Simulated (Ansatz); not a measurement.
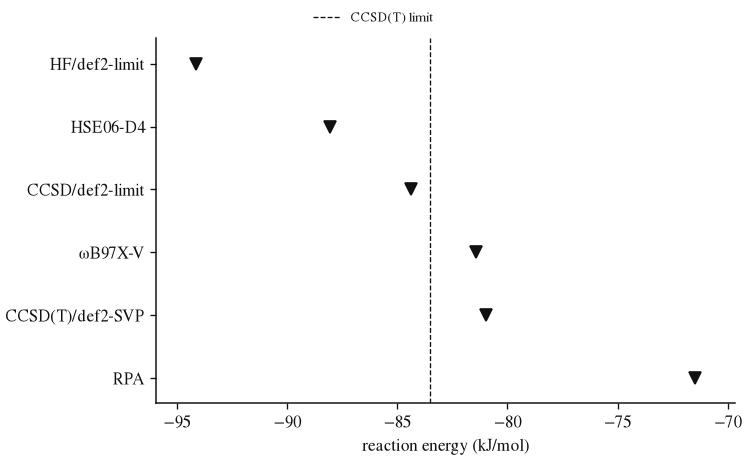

Electronic reaction energy of ZnN₂H₄ ([NH2][Zn][NH2]) + H₂S (S) → ZnNH₃S ([NH2][Zn][SH]) + NH₃ (N) (SMILES in brackets) at several levels (functionals in def2-TZVPP unless a basis is named), isolated molecules at PBE0-D4 triple-zeta geometries, minima by their frequencies, no zero-point or thermal terms, the Ansatz code 0.2.0. The line is frozen-core CCSD(T) at the basis limit (MP2 extrapolated from triple and quadruple zeta, plus CCSD(T) less MP2 in a smaller set). Choice of cores on heavy atoms: Zn/Cu 3s3p. RPA holds a correlation term that converges slowly with the basis, so part of the distance to the limit is basis error. The distance of CCSD(T)/def2-SVP to the limit includes basis error. The limit lies 4.9 kJ/mol from CCSD(T)/def2-TZVPP, so the line itself is uncertain by a part of that.

**What do zero-point energy and temperature add?**

Zero-point change 8.9 kJ/mol; at 298.15 K and 1 bar the CCSD(T) limit plus thermal terms gives an enthalpy of reaction of −74.4 and a free energy of −75.3 kJ/mol (harmonic PBE0-D4 modes, ideal gas).

**What range do the values span, the line included?**

From −94.1 kJ/mol (HF/def2-limit) to −71.5 kJ/mol (RPA).

Note: no scalar relativity up to krypton.
